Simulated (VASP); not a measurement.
Input:

```
CELL_PARAMETERS angstrom
      0.00000     2.35932     2.35932
      2.35932     0.00000     2.35932
      2.35932     2.35932     0.00000
ATOMIC_POSITIONS crystal
  Sb 0.00000 0.00000 0.00000
```

All values below come from PBEsol GGA, VASP's PBE PAW potentials (set 64) (plane waves; VASP). Numerical set-up: 400 eV cut-off, 15×15×15 Γ-centred mesh, tetrahedra with Blöchl corrections, potentials Sb.

Unless said otherwise, spin-orbit coupling is left out, though it shifts the bands of the heavy elements here.

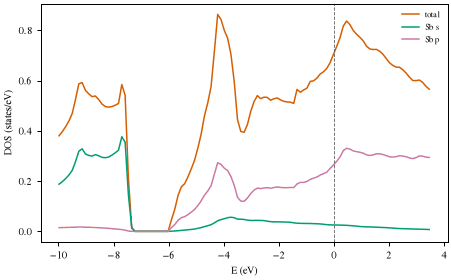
Total and projected density of states, zero at the Fermi level

Within 2 eV below the Fermi level the largest weight inside VASP's projection spheres is Sb p.

It has no gap at this level: it comes out as a metal or semimetal.

The structure was generated: Sb was put into the fcc type (Fm-3m), which need not be its known phase. It was relaxed first.
